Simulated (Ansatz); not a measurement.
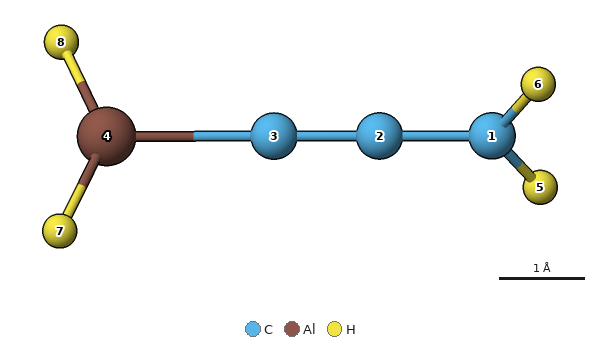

Fig. 1: The structure as given in the input (ball-and-stick view, seen at a tilt; atoms are numbered from 1 in the order of the input). Sticks mark near contacts. Bond lengths as drawn: Al–C 1.98 Å, Al–H 1.57 Å, C–C 1.25 to 1.33 Å and C–H 1.09 Å.

## Run report: C3H4Al (charge +1), single-point calculation

System: C3H4Al, charge +1, SMILES C=C=[C+][AlH2].
Method: RHF-CCSD(T), frozen core/def2-TZVPP (Ansatz 0.2.0).

The geometry is a minimum found at another level. The geometry comes from this level: PBE0-D4/def2-TZVP.

**Log**
```
Functional definition: HF
  name "HF"
  cite "Fock, Z. Phys. 61, 126 (1930) doi:10.1007/BF01340294"
  parent pbe
  exchange = exact_x
  correlation = 0
1137 factors; integrals over basis functions are off by at most 1.1e-3 eV
mean field evaluation 1: about -9721.4267 eV, gradient 4.3e1 eV
mean field evaluation 2: about -9721.6786 eV, gradient 4.2e1 eV
mean field evaluation 4: about -9728.8748 eV, gradient 5.3e0 eV
mean field evaluation 8: about -9729.0551 eV, gradient 7.2e-1 eV
mean field evaluation 16: about -9729.0597 eV, gradient 2.5e-6 eV
mean field evaluation 32: about -9728.9878 eV, gradient 3.1e0 eV
mean field evaluation 64: about -9722.6482 eV, gradient 1.2e0 eV
mean field -9729.05969670 eV, -357.5363492601 hartree, gradient 2.6e-6 eV, S^2 0.000000; 1 other end points of the search recorded, 0 dependent functions left out; unrestricted orbitals would lower it
8 core orbitals not correlated: weight in the atoms' cores, before any rotation towards them, 1.000 or more for the frozen orbitals, at most 0.000 for the correlated occupied ones
reference -9729.05969670 eV, -357.5363492601 hartree; 9, 9 occupied and 174, 174 virtual orbitals, 1137 factors
second order -13.42965479 eV of doubles, -0.00000000 eV of singles
cycle   1  -13.83129291 eV  change   -4.0e-1 eV  update   1.1e-1
cycle   2  -14.34725717 eV  change   -5.2e-1 eV  update   3.8e-2
cycle   3  -14.48164509 eV  change   -1.3e-1 eV  update   2.1e-2
cycle   4  -14.47547135 eV  change    6.2e-3 eV  update   6.5e-3
cycle   5  -14.47177062 eV  change    3.7e-3 eV  update   3.5e-3
cycle   6  -14.47204922 eV  change   -2.8e-4 eV  update   1.3e-3
cycle   7  -14.47193856 eV  change    1.1e-4 eV  update   7.7e-4
cycle   8  -14.47180089 eV  change    1.4e-4 eV  update   3.3e-4
cycle   9  -14.47191880 eV  change   -1.2e-4 eV  update   1.2e-4
cycle  10  -14.47190156 eV  change    1.7e-5 eV  update   4.6e-5
cycle  11  -14.47189346 eV  change    8.1e-6 eV  update   1.5e-5
```

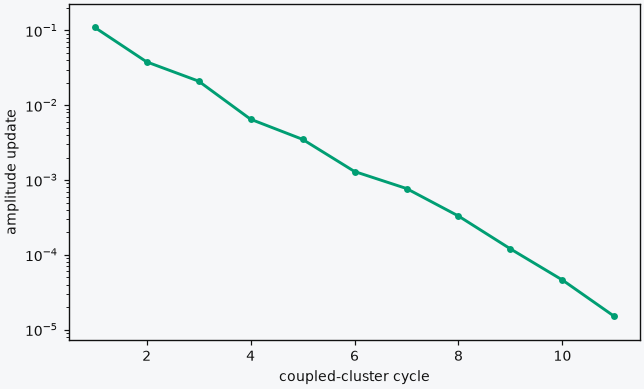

Fig. 2: Convergence of the coupled-cluster equations: amplitude update against the coupled-cluster cycle. The residual falls at every step.

```
perturbative correction -0.74813304 eV, -0.0274933822 hartree
Total energy: -9744.27972320 eV, -358.0956749175 hartree
```

The run was set up as follows.

**Input**
```yaml
crystal:
  periodic: [false, false, false]
  atoms:
    - {symbol: C, position_ang: [-0.018105, 2.183692, 0.197819]}
    - {symbol: C, position_ang: [-0.007915, 0.859236, 0.078798]}
    - {symbol: C, position_ang: [0.002070, -0.382366, -0.033246]}
    - {symbol: Al, position_ang: [0.019452, -2.352037, -0.212986]}
    - {symbol: H, position_ang: [-0.774172, 2.783324, -0.307633]}
    - {symbol: H, position_ang: [0.729457, 2.695104, 0.803034]}
    - {symbol: H, position_ang: [0.898668, -2.777035, -1.437011]}
    - {symbol: H, position_ang: [-0.849455, -3.009917, 0.911225]}
basis:
  gaussian: {orbitals: def2-TZVPP}
total_charge: 1
correlation: {method: ccsd_t}
```

Command:
```bash
ansatz run in.yaml --threads 2 --pin off --events-out ev --progress --plain --max-ram 4352MiB
```

**Results in brief**

- outcome: converged
- total energy: −9744.2797 eV
- mean-field energy: −9729.0597 eV
- CCSD correlation: −14.4719 eV
- (T) correction: −0.7481 eV
- T1 diagnostic: 0.021
- SCF solution under orbital rotations: stable within restricted orbitals
- hardware: 2 threads of Arm Neoverse V1, 23 GiB of memory available, shared host
- wall time: 39 s (CPU time 77 s)
- peak memory: 2 GiB
